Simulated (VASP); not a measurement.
Band structure of GaP (space group P6_3mc). These are r2SCAN meta-GGA, VASP's PBE PAW potentials (set 64) (plane waves; VASP) values and carry that method's errors.

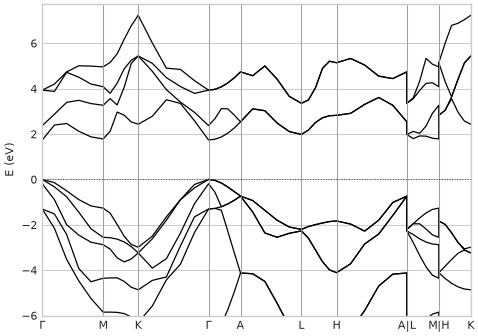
Fig. 1. Bands along high-symmetry lines, zero at the valence-band maximum or, without a gap, the Fermi level

**Question.** Read the plot: is there a gap, and where are the band edges?

**Answer.** The gap is direct, 1.74 eV, from the valence maximum at Γ to the conduction minimum at Γ.

The structure comes from a computed database's GaP entry (P6_3mc); how it stands against other phases isn't given here. It was relaxed first.
